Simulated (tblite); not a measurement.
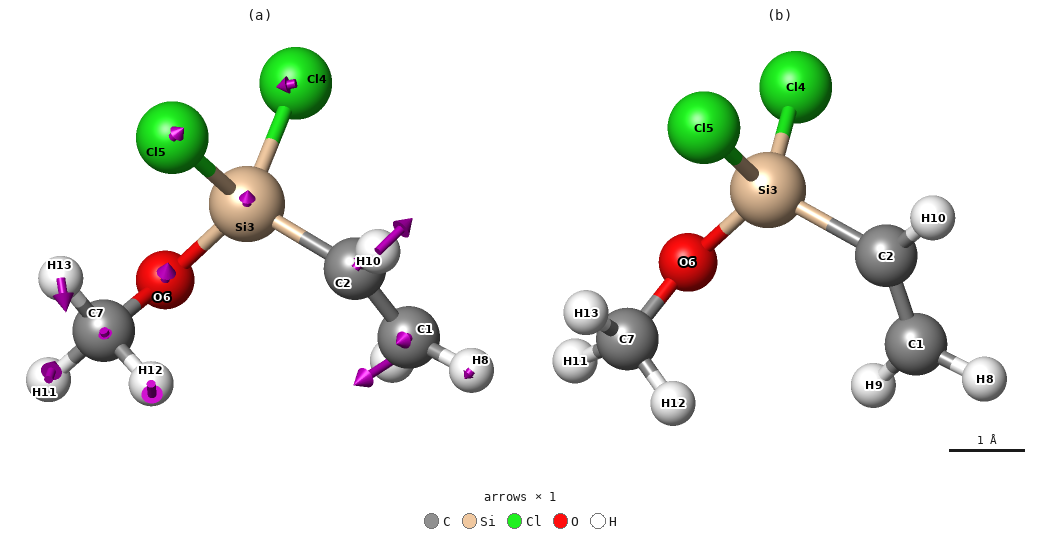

The structure of C3H6Cl2OSi before (left) and after (right) a relaxation, at one scale. The purple arrows give the displacements, at their true length.

A ball-and-stick model, seen face on.

Theory: tblite 0.8.0, GFN2-xTB geometry optimisation, gas phase. 

What changed between the two?

Over 101 geometry steps the energy falls by 0.617 eV. H9 moves most after the best rigid fit: 0.79 Å. Largest moves by element: H 0.79 Å, O 0.34 Å, C 0.29 Å, Cl 0.28 Å, Si 0.24 Å. Among the contacts that change: Si3–Cl4 2.101 → 2.004 Å, Si3–Cl5 2.121 → 2.030 Å, Si3–O6 1.701 → 1.619 Å, C2–Si3 1.826 → 1.887 Å. Bond angles that change, for instance: Si3–O6–C7 111.3° → 130.2°, Cl4–Si3–O6 112.6° → 101.9°, C2–C1–H8 115.7° → 122.2°. Groups turn about C2–Si3 by about 25°. The run took 1.3 s on 1 thread of Arm Neoverse N1, with other jobs on the host.
